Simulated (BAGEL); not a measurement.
# BH3S2O (SMILES OB(S)S): PBE0/def2-SVP (density fitting with qzvpp-jkfit)

Aim: the energy change on altering one bond length of BH3S2O at PBE0/def2-SVP (density fitting with qzvpp-jkfit), from 2 runs. 

Program for the calculation: BAGEL 1.2.2.

1 further run of the same task is left out (set aside as unsound or not needed). Runs told in other sessions of the task aren't counted.

### 1 The system as given

BH3S2O: 7 atoms, total charge 0, spin state singlet. SMILES: `OB(S)S`. Geometry: relaxed at PBE0-D4/def2-TZVP. This is one conformer, not always the lowest.

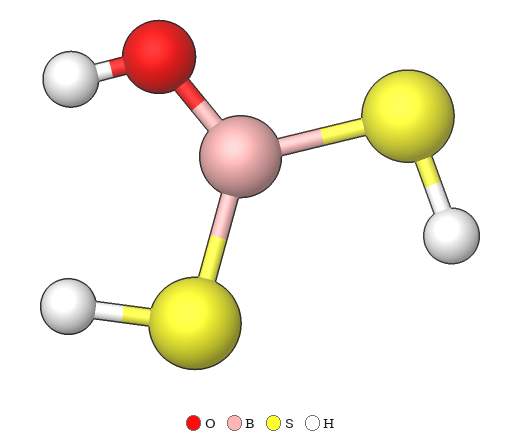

The structure, seen from a chosen angle (oxygen red, boron pink, sulfur yellow, hydrogen white).

### 2 The energy at PBE0/def2-SVP (density fitting with qzvpp-jkfit)

input.json reads:

```json
{ "bagel": [

{
  "title": "molecule",
  "basis": "svp",
  "df_basis": "qzvpp-jkfit",
  "angstrom": true,
  "geometry": [
    { "atom": "O", "xyz": [   -1.258000,    0.682600,    0.409800 ] },
    { "atom": "B", "xyz": [   -0.068200,    0.046200,    0.279300 ] },
    { "atom": "S", "xyz": [    0.797400,   -0.326900,    1.829100 ] },
    { "atom": "S", "xyz": [    0.697600,   -0.445200,   -1.298000 ] },
    { "atom": "H", "xyz": [   -1.708400,    0.874500,   -0.414600 ] },
    { "atom": "H", "xyz": [    1.861600,   -0.919300,    1.266500 ] },
    { "atom": "H", "xyz": [   -0.260700,    0.020100,   -2.117700 ] }
  ]
},
{
  "title": "ks",
  "xc_func": "pbe0"
},
{
  "title": "print",
  "file": "orbitals.molden",
  "orbitals": true
}

]}
```

Launch:

```bash
$ BAGEL_NUM_THREADS=1 BAGEL input.json > input.out
```

What it wrote:

```text
* using 1 threads per process

  ===============================================================
  ===============================================================

  *** Geometry ***

  { "atom" : "O", "xyz" : [     -2.377275,      1.289927,      0.774410 ] },
  { "atom" : "B", "xyz" : [     -0.128879,      0.087305,      0.527801 ] },
  { "atom" : "S", "xyz" : [      1.506868,     -0.617751,      3.456498 ] },
  { "atom" : "S", "xyz" : [      1.318273,     -0.841306,     -2.452865 ] },
  { "atom" : "H", "xyz" : [     -3.228408,      1.652565,     -0.783480 ] },
  { "atom" : "H", "xyz" : [      3.517914,     -1.737225,      2.393338 ] },
  { "atom" : "H", "xyz" : [     -0.492652,      0.037983,     -4.001873 ] },

  Number of auxiliary basis functions:      462

  Since a DF basis is specified, we compute 2- and 3-index integrals:
    o Being stored without compression. Storage requirement is 0.023 GB

  Number of basis functions:       79
  Number of electrons      :       48

    * METHOD: MOLECULE                             0.17

  *** Kohn-Sham DFT ***

    * Removing 12502 points whose weight is below 1.00e-10
    * Grid points: 91840

  === Nuclear Repulsion ===
   188.6229054300

       - DIIS with orbital gradients will be used.

  === KS iteration (pbe0 / svp) ===
      0       -878.57890568          0.10767319           0.31
      1       -882.31808078          0.11368041           0.29
      2       -870.38531231          0.17593377           0.30
      3       -894.69065512          0.06994858           0.28
      4       -896.49512588          0.05037076           0.29
      5       -897.58063728          0.00961230           0.29
      6       -897.62114043          0.00762094           0.29
      7       -897.65520154          0.00116472           0.28
      8       -897.65571905          0.00054404           0.27
      9       -897.65586263          0.00013862           0.28
     10       -897.65587369          0.00002205           0.27
     11       -897.65587393          0.00000697           0.28
     12       -897.65587396          0.00000154           0.28
     13       -897.65587396          0.00000064           0.28
     14       -897.65587396          0.00000020           0.29
     15       -897.65587396          0.00000013           0.28
     16       -897.65587396          0.00000002           0.29
     17       -897.65587396          0.00000001           0.29
    * SCF iteration converged.

    * Permanent dipole moment:
           (    0.368638,    -0.145475,     0.913847) a.u.

    * METHOD: KS                                   5.49

    * METHOD: PRINT                                0.01

  ===============================================================
```

Run time: 6 s. Hardware: 1 thread of Arm Neoverse V2, shared host; peak memory 0.37 GiB.

### 3 The distorted shape

input.json reads:

```json
{ "bagel" : [

{
  "title" : "molecule",
  "basis" : "svp",
  "df_basis" : "qzvpp-jkfit",
  "angstrom" : true,
  "geometry" : [
    { "atom" : "O", "xyz" : [   -1.122859,    0.625021,    0.657158 ] },
    { "atom" : "B", "xyz" : [    0.066941,   -0.011379,    0.526658 ] },
    { "atom" : "S", "xyz" : [    0.932541,   -0.384479,    2.076458 ] },
    { "atom" : "S", "xyz" : [    0.832741,   -0.502779,   -1.050642 ] },
    { "atom" : "H", "xyz" : [   -1.708400,    0.874500,   -0.414600 ] },
    { "atom" : "H", "xyz" : [    1.996741,   -0.976879,    1.513858 ] },
    { "atom" : "H", "xyz" : [   -0.125559,   -0.037479,   -1.870342 ] }
  ]
},
{ "title" : "ks", "xc_func" : "pbe0" },
{ "title" : "print", "file" : "orbitals.molden", "orbitals" : true }

]}
```

Launch:

```bash
$ BAGEL_NUM_THREADS=1 BAGEL input.json > input.out
```

What it wrote:

```text
* using 1 threads per process

  ===============================================================
  ===============================================================

  *** Geometry ***

  { "atom" : "O", "xyz" : [     -2.121896,      1.181119,      1.241849 ] },
  { "atom" : "B", "xyz" : [      0.126500,     -0.021503,      0.995239 ] },
  { "atom" : "S", "xyz" : [      1.762247,     -0.726560,      3.923937 ] },
  { "atom" : "S", "xyz" : [      1.573652,     -0.950115,     -1.985426 ] },
  { "atom" : "H", "xyz" : [     -3.228408,      1.652565,     -0.783480 ] },
  { "atom" : "H", "xyz" : [      3.773294,     -1.846034,      2.860777 ] },
  { "atom" : "H", "xyz" : [     -0.237272,     -0.070825,     -3.534434 ] },

  Number of auxiliary basis functions:      462

  Since a DF basis is specified, we compute 2- and 3-index integrals:
    o Being stored without compression. Storage requirement is 0.023 GB

  Number of basis functions:       79
  Number of electrons      :       48

    * METHOD: MOLECULE                             0.19

  *** Kohn-Sham DFT ***

    * Removing 12169 points whose weight is below 1.00e-10
    * Grid points: 92173

  === Nuclear Repulsion ===
   187.2175550439

       - DIIS with orbital gradients will be used.

  === KS iteration (pbe0 / svp) ===
      0       -878.70650180          0.10446896           0.32
      1       -879.04964538          0.11934584           0.30
      2       -870.53767629          0.19070507           0.28
      3       -894.78391389          0.06700028           0.31
      4       -892.19387793          0.08956461           0.30
      5       -897.49081442          0.01335615           0.31
      6       -897.58825793          0.00605080           0.31
      7       -897.60473800          0.00327812           0.31
      8       -897.61116129          0.00047634           0.31
      9       -897.61119425          0.00040291           0.30
     10       -897.61127438          0.00002840           0.30
     11       -897.61127487          0.00001082           0.29
     12       -897.61127496          0.00000276           0.30
     13       -897.61127496          0.00000067           0.30
     14       -897.61127496          0.00000054           0.29
     15       -897.61127496          0.00000025           0.31
     16       -897.61127496          0.00000005           0.30
     17       -897.61127496          0.00000002           0.32
     18       -897.61127496          0.00000000           0.31
    * SCF iteration converged.

    * Permanent dipole moment:
           (    0.432852,    -0.175104,     0.989432) a.u.

    * METHOD: KS                                   6.12

    * METHOD: PRINT                                0.01

  ===============================================================
```

It took 6.6 s on 1 thread of Arm Neoverse V2, shared host; peak memory 0.37 GiB.

### 4 Outcome

Level: PBE0/def2-SVP (density fitting with qzvpp-jkfit).

| quantity | value |
| --- | --- |
| first shape: total energy | -897.65587 Eh |
| first shape: dipole moment | 2.53 D |
| first shape: HOMO energy | -7.25 eV |
| first shape: LUMO energy | 0.21 eV |
| first shape: HOMO–LUMO gap | 7.46 eV |
| distorted shape: total energy | -897.61127 Eh |
| distorted shape: dipole moment | 2.78 D |
| distorted shape: HOMO energy | -7.22 eV |
| distorted shape: LUMO energy | -1.21 eV |
| distorted shape: HOMO–LUMO gap | 6.00 eV |
| energy change with the O1–H5 bond stretched from 0.959 to 1.247 Å | 1.214 eV |

With the O1–H5 bond stretched from 0.959 to 1.247 Å the energy rises by 1.21 eV (28 kcal/mol). The first shape isn't relaxed at this level, so the change isn't measured from a minimum.
